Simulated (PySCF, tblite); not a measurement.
# C₄H₉ClO₂Si₂: geometry, infrared bands and NMR shifts

Wanted: the infrared bands and NMR shifts of C₄H₉ClO₂Si₂ (`CO[SiH2]/C=C(/C=O)[SiH2]Cl`), by calculation.

Computed with tblite 0.8.0 and PySCF 2.14.0, with density-fitted response routines of our own, on a single molecule in the gas phase. Atoms count from 0, in the outputs and in this text.

**1. The starting structure**

18 atoms, charge 0, multiplicity 1; geometry from: force field or distance geometry start.

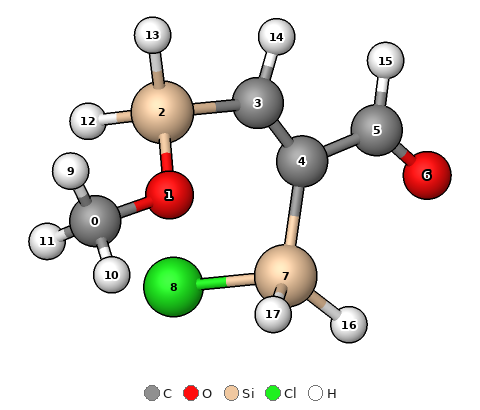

The starting geometry (carbon grey, oxygen red, silicon light orange, chlorine green, hydrogen white), atoms numbered.

**2. Geometry optimisation with GFN2-xTB**

Job settings and geometry (Å):

```
{"job": {"kind": "relax", "xc": "GFN2-xTB", "basis": "xTB"}, "charge": 0, "multiplicity": 1}
C      2.511000    -1.757400    -0.702600
O      1.702900    -0.695300    -0.193200
Si     0.592500    -1.064600     0.989400
C     -0.584000     0.346500     1.245300
C     -1.200400     1.140400     0.365400
C     -2.082700     2.191500     0.948000
O     -2.657800     3.054100     0.295900
Si    -1.101800     1.145900    -1.475300
Cl    -1.956300    -0.654800    -2.001600
H      3.103200    -2.221900     0.088700
H      3.181900    -1.333600    -1.447400
H      1.880300    -2.511600    -1.200600
H     -0.177400    -2.265500     0.593300
H      1.292200    -1.349000     2.252800
H     -0.747000     0.484600     2.321100
H     -2.182000     2.167700     2.061800
H     -1.872300     2.205800    -2.174300
H      0.288900     1.123500    -1.978200
```

The run is started by

```console
$ OMP_NUM_THREADS=1 python probes_run.py task.json out
```

One launch serves the whole session: the jobs run in the order shown.

**Question.** This job is followed by: GFN2-xTB harmonic vibrations, gas phase; GIAO PBE0/pcSseg-1 NMR shielding, non-relativistic, gas phase. What will the session give for the following? strongest single infrared mode (GFN2-xTB); zero-point energy (GFN2-xTB); 13C shifts against TMS (PBE0/pcSseg-1); 1H shifts against TMS (PBE0/pcSseg-1, means over atoms taken as alike); 17O shifts against H2O (PBE0/pcSseg-1); 29Si shifts against TMS (PBE0/pcSseg-1); 35Cl shifts against HCl (PBE0/pcSseg-1); surface potential, least and greatest.

**Answer**, as computed:

```
                                                              quantity                             value
                             strongest single infrared mode (GFN2-xTB)             2209 cm⁻¹, 432 km/mol
                                          zero-point energy (GFN2-xTB)                     72.8 kcal/mol
                                13C shifts against TMS (PBE0/pcSseg-1)     201.3, 174.7, 165.7, 53.2 ppm
1H shifts against TMS (PBE0/pcSseg-1, means over atoms taken as alike)  9.66, 7.74, 5.58, 5.32, 3.87 ppm
                                17O shifts against H2O (PBE0/pcSseg-1)                   695.7, -0.6 ppm
                               29Si shifts against TMS (PBE0/pcSseg-1)                  -27.6, -30.2 ppm
                               35Cl shifts against HCl (PBE0/pcSseg-1)                           -63 ppm
                                 surface potential, least and greatest                -1.48 V and 1.43 V
```

Over 99 steps the energy fell by 0.289 eV; of the close pairs, C4–Si7 changed most, 1.843 to 1.898 Å. All 48 modes are real, so the xTB geometry is a minimum. The strongest single mode, at 2209 cm⁻¹, moves mainly H13. GFN2-xTB is a fitted tight-binding method: band positions and strengths are rough. Its intensities can rank the bands wrongly. C5 (aldehyde carbonyl carbon) lies farthest downfield among carbon, at 201.3 ppm; the double bond to the heteroatom, with no lone-pair donor beside it, deshields it most. H15 (hydrogen on an aldehyde carbonyl carbon) lies farthest downfield among hydrogen, at 9.66 ppm; the formyl region, downfield of aromatic protons. At PBE0/pcSseg-1: The largest span, 1332 ppm, is at O6, where the paramagnetic term is -757 ppm. By nearest atom (PBE0/pcSseg-1), the HOMO sits on O6 52 %; H15 14 % and the LUMO on C3 30 %; C4, C5 about 16 % each.
